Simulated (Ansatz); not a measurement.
# AlFH4SSi: single points with varied inputs, part 2 of 2

Ansatz 0.2.0, Gaussian basis; the settings change from run to run. The steps go on from the part before.

### Step 9. wB97M-V/cc-pVTZ-DK

Contents of in.yaml:

```yaml
crystal:
  periodic: [false, false, false]
  atoms:
    - {symbol: F, position_ang: [-1.519143, 1.460403, 0.516909]}
    - {symbol: Si, position_ang: [0.067555, 1.368595, 0.339530]}
    - {symbol: S, position_ang: [0.802170, -0.434327, 1.171196]}
    - {symbol: Al, position_ang: [0.064160, -1.821115, -0.354115]}
    - {symbol: H, position_ang: [0.344257, 1.462489, -1.110879]}
    - {symbol: H, position_ang: [0.672265, 2.487472, 1.094350]}
    - {symbol: H, position_ang: [-0.654767, -1.226283, -1.628059]}
    - {symbol: H, position_ang: [0.315603, -3.354435, -0.084732]}
basis:
  gaussian: {orbitals: cc-pVTZ-DK}
hamiltonian: {xc: {name: wB97M-V}}
output: {forces: true}
```

Command:

```
ansatz run in.yaml --threads 2 --pin off --events-out ev --progress --plain --max-ram 4352MiB
```

The log of the run:

```text
Functional definition: wB97M-V
  name "wB97M-V"
  cite "Mardirossian & Head-Gordon, J. Chem. Phys. 144, 214110 (2016) doi:10.1063/1.4952647"
  cite "Becke, J. Chem. Phys. 107, 8554 (1997) doi:10.1063/1.475007"
  cite "Vydrov & Van Voorhis, J. Chem. Phys. 133, 244103 (2010) doi:10.1063/1.3521275"
  # Of w^i u^j: cxij and so on, Table III.
  parameter omega = 0.3/bohr
  parameter cx = 0.15
  parameter cx01 = 1.007
  parameter cx10 = 0.259
  parameter css00 = 0.443
  parameter css04 = -1.437
  parameter css10 = -4.535
  parameter css20 = -3.390
  parameter css43 = 4.278
  parameter cos00 = 1.000
  parameter cos10 = 1.358
  parameter cos20 = 2.924
  parameter cos21 = -8.812
  parameter cos60 = -1.390
  parameter cos61 = 9.142
  parameter b = 6.0
  parameter c = 0.01
  gx(w, u) = 1 - cx + cx01*u + cx10*w
  gss(w, u) = css00 + css04*u^4 + css10*w + css20*w^2 + css43*w^4*u^3
  gos(w, u) = cos00 + cos10*w + (cos20 + cos21*u)*w^2 + (cos60 + cos61*u)*w^6
  exchange = spin_sum(e_x_unif_sr(omega)*gx(b97_w, b97_u_x)) + cx*exact_x_sr(omega) + exact_x_lr(omega)
  correlation = spin_sum(e_c_pw_mod_same_spin*gss(b97_w, b97_u_same))
      + integral(e_c_pw_mod_opposite_spin*gos(b97_w_opposite, b97_u_opposite)) + vv10(b, c)
1218 factors; their error is unknown
271 factors; integrals over basis functions are off by at most 1.5e-5 eV
mean field evaluation 1: about -28152.9081 eV, gradient 3.2e1 eV
mean field evaluation 2: about -28153.1101 eV, gradient 3.6e1 eV
mean field evaluation 4: about -28154.7591 eV, gradient 1.3e0 eV
mean field evaluation 8: about -28154.8018 eV, gradient 1.9e-1 eV
mean field evaluation 16: about -28154.8018 eV, gradient 6.6e-5 eV
mean field -28154.80184972 eV, -1034.6698839671 hartree, gradient 6.6e-5 eV, S^2 0.000000; 0 other end points of the search recorded, 0 dependent functions left out
the calculation of the forces begins
reference -28154.80190507 eV, -1034.6698860010 hartree; 28, 28 occupied and 160, 160 virtual orbitals, 1218 factors
Total energy: -28154.80190507 eV, -1034.6698860010 hartree
Relativity: scalar
Atom 0 at    -1.519143     1.460403     0.516909 Å, force    -0.400923    -0.006955     0.044207 eV/Å
Atom 1 at     0.067555     1.368595     0.339530 Å, force     0.456452     0.228021    -0.140990 eV/Å
Atom 2 at     0.802170    -0.434327     1.171196 Å, force     0.049354    -0.063412     0.082184 eV/Å
Atom 3 at     0.064160    -1.821115    -0.354115 Å, force    -0.060765    -0.131069    -0.114311 eV/Å
Atom 4 at     0.344257     1.462489    -1.110879 Å, force    -0.023426    -0.017249     0.124908 eV/Å
Atom 5 at     0.672265     2.487472     1.094350 Å, force    -0.055912    -0.101189    -0.072959 eV/Å
Atom 6 at    -0.654767    -1.226283    -1.628059 Å, force     0.057380    -0.038464     0.102842 eV/Å
Atom 7 at     0.315603    -3.354435    -0.084732 Å, force    -0.022161     0.130317    -0.025881 eV/Å
Dipole moment:     0.141493    -0.084831    -0.183820 e Å
```

It took 15 s on 2 threads of Arm Neoverse V1, shared host; peak memory 0.61 GiB.

Largest force 0.529 eV/Å, dipole 1.19 D.

### Step 10. B97/6-31G

Set apart from the defaults: charge +1, multiplicity 2, restricted open-shell orbitals, the search for lower states set to light.

in.yaml: that of step 9 with these lines changed.

```diff
@@ -12,4 +12,7 @@
 basis:
-  gaussian: {orbitals: cc-pVTZ-DK}
-hamiltonian: {xc: {name: wB97M-V}}
+  gaussian: {orbitals: 6-31G}
+total_charge: 1
+magnetization: {spin_polarized: false, initial_magnetization: 1}
+hamiltonian: {xc: {name: B97}}
+scf: {lower_state_search: light}
 output: {forces: true}
```

Same command.

The log of the run:

```text
Functional definition: B97
  name "B97"
  cite "Becke, J. Chem. Phys. 107, 8554 (1997) doi:10.1063/1.475007"
  parameter cx = 0.1943
  parameter cx0 = 0.8094
  parameter cx1 = 0.5073
  parameter cx2 = 0.7481
  parameter css0 = 0.1737
  parameter css1 = 2.3487
  parameter css2 = -2.4868
  parameter cos0 = 0.9454
  parameter cos1 = 0.7471
  parameter cos2 = -4.5961
  exchange = spin_sum(e_x_unif_s*poly(b97_u_x, cx0, cx1, cx2)) + cx*exact_x
  correlation = spin_sum(e_c_pw_same_spin*poly(b97_u_same, css0, css1, css2))
      + integral(e_c_pw_opposite_spin*poly(b97_u_opposite, cos0, cos1, cos2))
621 factors; integrals over basis functions are off by at most 1.7e-4 eV
mean field evaluation 1: about -28065.8478 eV, gradient 6.4e1 eV
mean field evaluation 2: about -28065.9281 eV, gradient 6.4e1 eV
mean field evaluation 4: about -28068.1193 eV, gradient 4.3e1 eV
mean field evaluation 8: about -28075.2705 eV, gradient 4.1e0 eV
mean field evaluation 16: about -28075.3797 eV, gradient 7.1e-1 eV
mean field evaluation 32: about -28075.3875 eV, gradient 1.9e-5 eV
mean field evaluation 64: about -28075.3563 eV, gradient 3.3e-1 eV
mean field evaluation 96: about -28060.8828 eV, gradient 1.6e1 eV
mean field -28075.38751541 eV, -1031.7514610101 hartree, gradient 1.9e-5 eV, S^2 0.750000; 10 other end points of the search recorded, 0 dependent functions left out
the calculation of the forces begins
reference -28075.38754520 eV, -1031.7514621050 hartree; 28, 27 occupied and 28, 29 virtual orbitals, 621 factors
Total energy: -28075.38754520 eV, -1031.7514621050 hartree
Atom 0 at    -1.519143     1.460403     0.516909 Å, force    -3.475016    -0.295167     0.376892 eV/Å
Atom 1 at     0.067555     1.368595     0.339530 Å, force     1.884093     4.051944    -0.589600 eV/Å
Atom 2 at     0.802170    -0.434327     1.171196 Å, force     1.908672    -0.615909     1.991393 eV/Å
Atom 3 at     0.064160    -1.821115    -0.354115 Å, force    -1.069009    -3.028654    -1.750286 eV/Å
Atom 4 at     0.344257     1.462489    -1.110879 Å, force     0.434511    -0.497799    -0.329215 eV/Å
Atom 5 at     0.672265     2.487472     1.094350 Å, force     0.182953    -0.068558     0.152307 eV/Å
Atom 6 at    -0.654767    -1.226283    -1.628059 Å, force     0.112530     0.470900    -0.083739 eV/Å
Atom 7 at     0.315603    -3.354435    -0.084732 Å, force     0.021265    -0.016757     0.232248 eV/Å
Dipole moment:     0.485912    -0.423301    -0.315334 e Å
```

Wall time 23 s (2 threads of Arm Neoverse V1, shared host).

Largest force 4.507 eV/Å.

### Step 11. All runs side by side

```csv
level,charge,multiplicity,geometry,functions,energy (eV),time
B3LYP5/cc-pVDZ,0,1,"shaken, point charge",88,-28087.932,3.7 s
HF/def2-mTZVPP,0,1,shaken,120,-28090.795,1.5 s
CAM-B3LYP/6-31G*,0,1,shaken,80,-28093.353,1.7 s
HSE06/def2-SVP,0,1,shaken,88,-28069.670,2.5 s
B97M-V/6-31G,0,1,shaken,56,-28082.081,6 s
B3LYP/aug-cc-pVDZ,0,1,shaken,140,-28097.013,5.5 s
PBE-QIDH/def2-TZVP,0,1,relaxed,166,-28076.956,3.4 s
wB97M-V/cc-pVTZ-DK,0,1,relaxed,188,-28154.802,15 s
B97/6-31G,1,2,relaxed,56,-28075.388,23 s
```

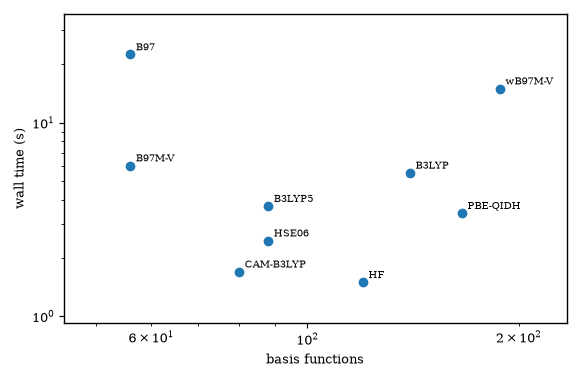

Wall time against the number of basis functions (shared host).

### Step 12. Results

This closing draws on all 2 parts.

```
                                         quantity                  value
                                             runs                      9
                                         quickest  HF/def2-mTZVPP, 1.5 s
                                          slowest        B97/6-31G, 23 s
spread of total energies, same state and geometry                77.8 eV
```

B97/6-31G took 15 times as long as HF/def2-mTZVPP. The jobs differ in tasks and options as well as level. The totals spread over 78 eV; they can't be compared across methods or bases. Some of these runs are scalar-relativistic and others not, which shifts the totals of all-electron atoms past neon by eV; core potentials, where a basis has them, take the core out of the total altogether. At the PBE0-D4/def2-TZVP geometry and in the same state, runs without warnings or point charges leave forces up to 0.53 eV/Å (wB97M-V/cc-pVTZ-DK), against 8.5 eV/Å where the atoms were moved.
